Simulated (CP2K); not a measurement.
Methoxyoxirane has these distinct C atoms: C1 (bonded to O and 3 H), C3 (bonded to C, 2 O and H) and C4 (bonded to C, O and 2 H).

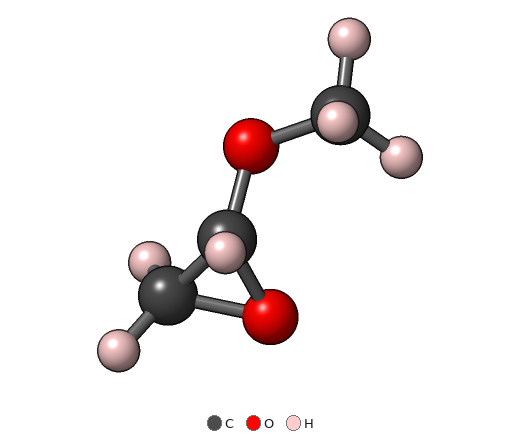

The molecule (carbon dark grey, oxygen red, hydrogen pink).

```xyz
11

C     1.7148    0.2030   -0.4380
O     0.4779    0.7507    0.0558
C    -0.4361   -0.2313    0.3962
C    -1.8582    0.1009    0.3176
O    -1.2410   -0.7863   -0.6673
H     2.3914    1.0504   -0.5900
H     2.1572   -0.4924    0.2954
H     1.5565   -0.3215   -1.3925
H    -0.0566   -0.9835    1.1002
H    -2.1298    1.0872   -0.0668
H    -2.5760   -0.3771    0.9895
```

Their partial C K spectra (CP2K XAS_TDP, all-electron GAPW, PBEh(45%), aug-cc-pVDZ, TDA, GW2X-corrected core level, no relativity) are given in random order, each times the number of alike atoms.

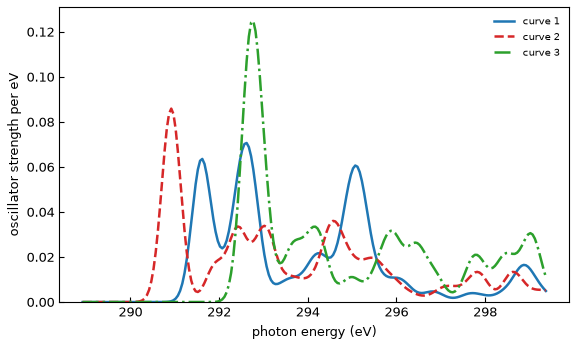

Gaussian full width 0.5 eV, oscillator strength per eV, alike atoms added, rows of zeros left out.

Q: Which curve belongs to which atom?

Curve 1: C1 (bonded to O and 3 H), leading line at 291.60 eV (f = 0.033 an atom), ionisation energy 293.92 eV, term value 2.32 eV. Curve 2: C4 (bonded to C, O and 2 H), leading line at 290.92 eV (f = 0.046 an atom), ionisation energy 293.84 eV, term value 2.92 eV. Curve 3: C3 (bonded to C, 2 O and H), leading line at 292.71 eV (f = 0.057 an atom), ionisation energy 295.02 eV, term value 2.31 eV. The leading line of an atom is its first one with 35 % of the strongest within 2.5 eV of its lowest line over the strength cut. A line lies at the core ionisation energy, which rises as an atom loses charge to its neighbours or to a π system, less the term value, which is large for a low π* or σ* orbital with weight on that atom.

[Banner, clock and machine lines of the logs are left out without a mark of their own.]

[Logs are printed without paths, hosts, clocks, repeated set-up lines and the standing remarks that a program may print on its own settings, such as how far it seeks lower states.]

[Hosts, paths, dates, database ids (printed as entryN), source tags and the programs' standing remarks are cut or masked in the printed files.]
